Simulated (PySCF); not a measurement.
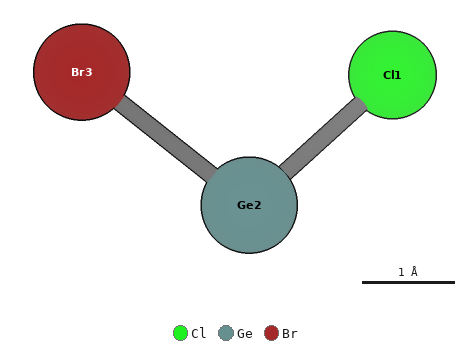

The structure (ball-and-stick view, seen at a tilt; atoms are numbered from 1 in the order of the input). Sticks mark near contacts. Bond lengths as drawn: Br–Ge 2.34 Å and Cl–Ge 2.18 Å.

GeBrCl: single-point calculation

- system: GeBrCl, multiplicity 3, SMILES [Cl][Ge][Br]
- method: HF/ccECP-cc-pVDZ, UHF, core potentials ccecp (PySCF 2.14.0)

The geometry is that of the parent species in another charge or spin state. The geometry comes from this level: PBE0-D4/def2-TZVP.

### Output
```
WARN: HOMO -0.0474693385059446 >= LUMO -0.286804983739583

converged SCF energy = -31.5852285575756  <S^2> = 2.014914  2S+1 = 3.0099262
total energy: -31.58522856 hartree
```

This output came from the following input.

### Input (run.py)
```python
from pyscf import gto

molecule = gto.M(
    atom=[
    ('Cl', (0.416900, 1.650900, 0.399000)),
    ('Ge', (-0.850800, 0.093400, -0.452200)),
    ('Br', (0.423000, -1.809000, 0.040000)),
],
    spin=2,
    charge=0,
    ecp={'Cl': 'ccecp', 'Ge': 'ccecp', 'Br': 'ccecp'},
    verbose=3,
    basis='ccecp-cc-pvdz',
    max_memory=1860,
)

calc0 = molecule.UHF()
calc0.conv_tol = 1e-10
calc0.kernel()
if not calc0.converged:
    calc0 = calc0.newton().run(calc0.mo_coeff, calc0.mo_occ)

e_final = calc0.e_tot
print(f'total energy: {e_final:.8f} hartree')
```

Run as:
```bash
OMP_NUM_THREADS=1 python run.py
```

### Key numbers

- outcome: converged
- total energy: −31.585229 hartree
- basis functions: 39
- ⟨S²⟩: 2.015
- dipole moment: 2.44 D
- hardware: 1 thread of Intel Xeon @ 2.50GHz (Skylake/Cascade Lake), 16 GiB of memory available, shared host
- wall time: 1.8 s
- peak memory: 0.12 GiB
